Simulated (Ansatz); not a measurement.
Generalised stacking fault of V (bcc, W type) on the {211} plane. The cell below holds the perfect crystal with the plane normal along z; tilting its third vector by the shift puts one fault into each cell, between planes 1.21 Å apart, at fixed cell height.

```
CELL_PARAMETERS angstrom
      2.56255     0.00000     0.00000
      0.00000     4.18463     0.00000
      0.00000     0.00000     7.24799
ATOMIC_POSITIONS crystal
  V  0.00000 0.00000 0.91667
  V  0.66667 0.50000 0.08333
  V  0.33333 0.00000 0.25000
  V  0.00000 0.50000 0.41667
  V  0.66667 0.00000 0.58333
  V  0.33333 0.50000 0.75000
```

In-plane vectors a = (2.563, 0.000) Å, b = (0.000, 4.185) Å, area 10.72 Å². The shift is s times the vector a (length 2.563 Å), so s = 1 restores the start. Atoms relax along the normal only. γ = [E(shift) − E(0)] / area.

Calculation: PBEsol (plane waves to 420 eV, PAW, scalar-relativistic; Ansatz, an electronic-structure program). k mesh 15×9×6 (Γ-centred), Fermi-Dirac smearing 0.05 eV. E is the zero-smearing estimate. With partly filled bands, the k mesh leaves noise in γ, roughly 0.02 J/m² as judged from a few cases. Faults lie only 7.2 Å apart, and holding the cell height raises γ above its relaxed value. The PAW data are Ansatz's earlier set. V is run without spin polarisation. V was relaxed with its symmetry unable to fall. The zero of γ is zero shift.

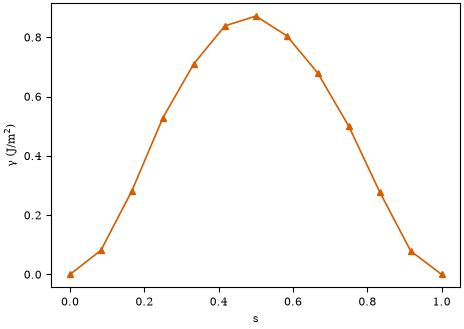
Figure: γ (J/m²) against s; one marker a computed point (the last repeats the first, one period on).

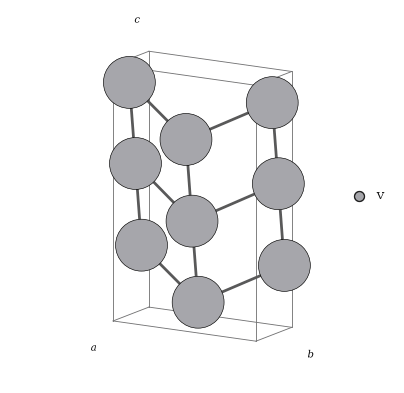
The cell of the calculation at s = 0.500.

The steepest slope dγ/d(shift) before the first maximum (spline) comes out as 12 GPa and the highest computed γ on the line is 0.87 J/m². Position of the highest point: s = 0.500. Local minima between the ends: no computed point is one.

A slope of 1 mJ/m² per Å is 0.01 GPa.

(The slope of γ gives the shear force per area between the displaced halves; near zero shift its curvature is an elastic stiffness.)
